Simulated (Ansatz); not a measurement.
# Calculations on CH$_{8}$GeO

### Relaxation

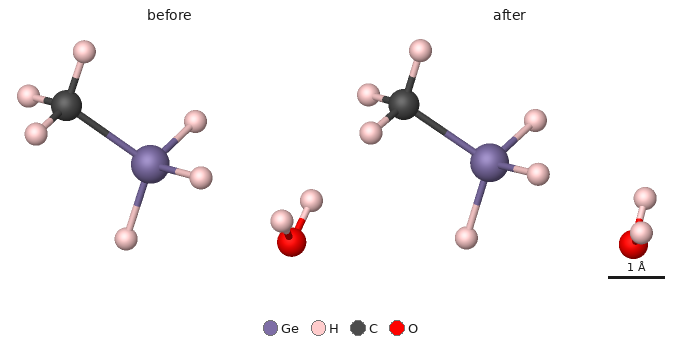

The structure of CH$_{8}$GeO before (left) and after (right) a relaxation, at one scale.

Style: ball-and-stick. Shown from a free direction.

The run prepares an end point of a later path (reaction) calculation, from a guessed geometry.

These are results of RKS LDA/def2-mTZVP in Ansatz, not measurements. Set-up: no spin polarisation; force threshold 0.03 eV/Å; at most 50 steps.

> Summarise the run.

After 11 accepted moves (13 points after the start) the energy has fallen by 0.56 kcal/mol. Largest force component: 0.51 eV/Å at the start, 0.024 eV/Å at the end. The line search rejected the trial steps at points 2, 5 of the run. The forces were under the threshold at step 6, but the run went on from there. An H atom moves most after the best rigid fit: 0.41 Å. By element the largest moves are H 0.41 Å, O 0.10 Å, Ge 0.07 Å, C 0.06 Å. Among the contacts that change: H–O 0.992 → 0.977 Å, Ge–H 1.551 → 1.547 Å. The run took 18 s on 2 threads of Arm Neoverse V1 (shared host), peak memory 0.13 GiB.

### Relaxation

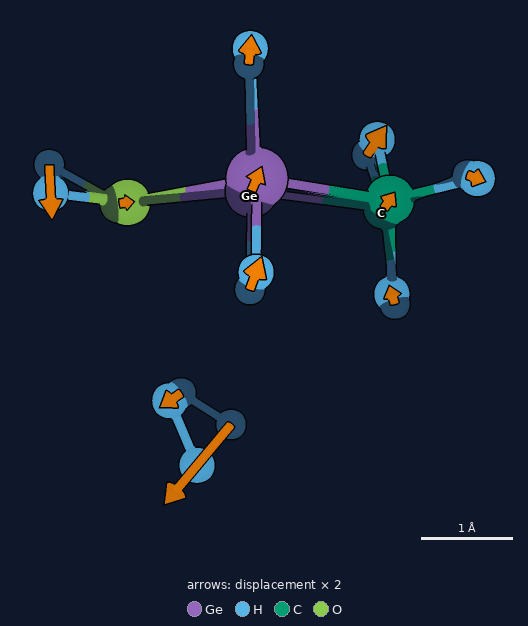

This is a relaxation of CH$_{8}$GeO. The starting structure is drawn faded, the final one solid; orange arrows show the displacements, magnified 2 times. The two geometries are superimposed by the best rigid fit.

A ball-and-stick model, seen at a tilt.

The run prepares an end point of a later path (reaction) calculation, from a guessed geometry.

All numbers below come from RKS LDA/def2-mTZVP in Ansatz 0.2.0.

The input:
```yaml
crystal:
  periodic: [false, false, false]
  atoms:
    - { symbol: Ge, position_ang: [-0.402397, 0.063504, -0.631109] }
    - { symbol: H, position_ang: [0.177549, 1.100217, 1.856801] }
    - { symbol: C, position_ang: [1.47458, -0.300052, -0.370079] }
    - { symbol: H, position_ang: [1.641572, -1.375622, -0.200647] }
    - { symbol: H, position_ang: [2.028663, 0.000359, -1.270391] }
    - { symbol: H, position_ang: [1.849259, 0.251844, 0.502616] }
    - { symbol: H, position_ang: [-0.771501, 1.561277, -0.47588] }
    - { symbol: H, position_ang: [-0.916438, -0.44111, -2.008284] }
    - { symbol: O, position_ang: [-1.212283, -0.9028, 0.626525] }
    - { symbol: H, position_ang: [-2.138314, -1.102396, 0.390315] }
    - { symbol: H, position_ang: [-0.216991, 0.51508, 2.001933] }
basis:
  gaussian: { orbitals: def2-mTZVP }
hamiltonian:
  xc: lda
relax:
  f_tol: 0.03
  max_steps: 50
```

Command:
```bash
ansatz run input.yaml --threads 2 --pin off --max-ram 3072MiB --backend cpu --events-out ev --progress --plain --runs-dir out
```

Which element moves most?

Hydrogen: up to 0.63 Å, against 0.16 Å for germanium.

What did the optimiser do to the structure, and how much energy did it gain?

The atom that moves furthest after the best rigid fit is H2 (0.63 Å). By element the largest moves are H 0.63 Å, Ge 0.16 Å, C 0.12 Å, O 0.09 Å. Among the contacts that change: H2–H11 0.720 → 0.774 Å, Ge1–O9 1.781 → 1.793 Å, Ge1–C3 1.930 → 1.923 Å. Bond angles that change, for instance: Ge1–C3–H5 109.2° → 111.6°. Groups turn about Ge1–O9 by about 20°. Over 6 accepted moves (8 points after the start) the energy falls by 11.8 kJ/mol. The largest force component goes from 1.5 to 0.013 eV/Å. The line search rejected the trial steps at points 4, 6 of the run. Cost: 12 s on 2 threads of Arm Neoverse V1, with other jobs on the host, peak memory 0.13 GiB.

Limits of the set-up: the start holds two separate molecules, 2.2 Å apart at their closest, whose relative position is a soft coordinate and is computed without a dispersion correction.

### Path

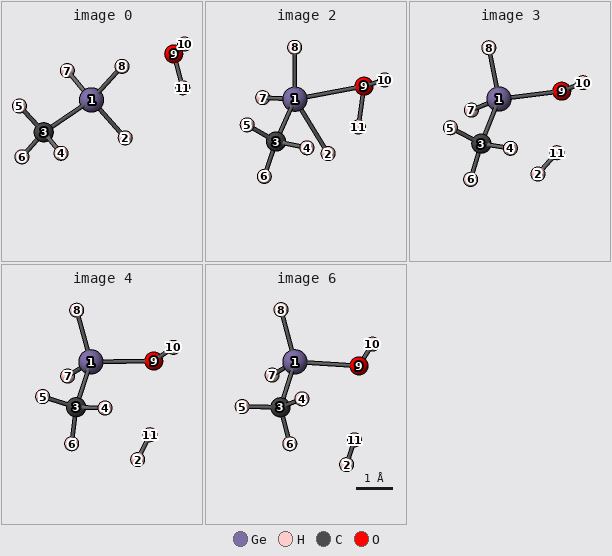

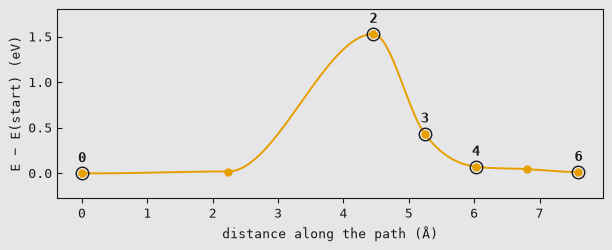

A search for the minimum-energy path of CH8GeO, made up at the start of CH6Ge and H2O by the nudged elastic band. Images are numbered from 0 (start) to 6 (end). Style: ball-and-stick. Shown from a free direction.

These are results of RKS LDA/def2-mTZVP in Ansatz, not measurements. Settings: 5 movable images; climbing image; force threshold 0.05 eV/Å; iteration limit 60; starting path through a guess of the saddle point.

Describe the mechanism and the energy profile.

Breaking: Ge1–H2 (1.55 → 1.93 at the top → 3.45 Å), O9–H11 (0.98 → 1.16 at the top → 2.24 Å). Forming: Ge1–O9 (3.07 → 2.02 at the top → 1.79 Å), H2–H11 (2.36 → 1.12 at the top → 0.77 Å). Forward barrier 1.53 eV, backward barrier 1.52 eV, with image 2 at the top; the reaction energy is +0.01 eV. The band converged in 28 iterations, with a climbing image at the top.

Limits of the set-up: the start holds two separate molecules, 2.4 Å apart at their closest, whose relative position is a soft coordinate and is computed without a dispersion correction.
